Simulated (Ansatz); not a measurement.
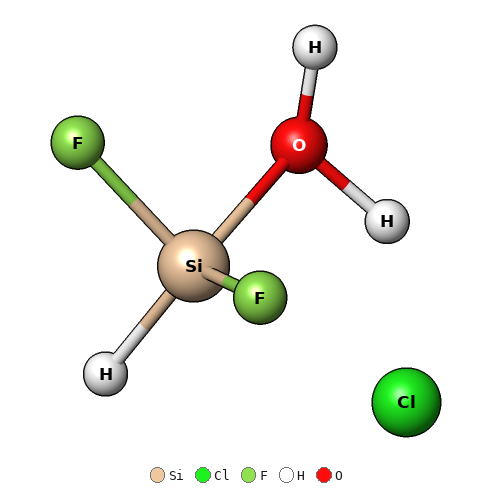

Sticks follow a distance rule. Harmonic vibrations computed with RKS PBE0-D4/def2-TZVP (Ansatz 0.2.0) at a stationary point of the same level.

Q: Minimum or transition state?

A: A first-order saddle point: one imaginary frequency, 367i cm⁻¹.

Q: How many vibrational modes are there, and where do they lie?

A: 18 modes: 367i, 118, 208, 317, 332, 391, 442, 566, 709, 767, 823, 911, 926, 1030, 1126, 2068, 2370, 3812 cm⁻¹.
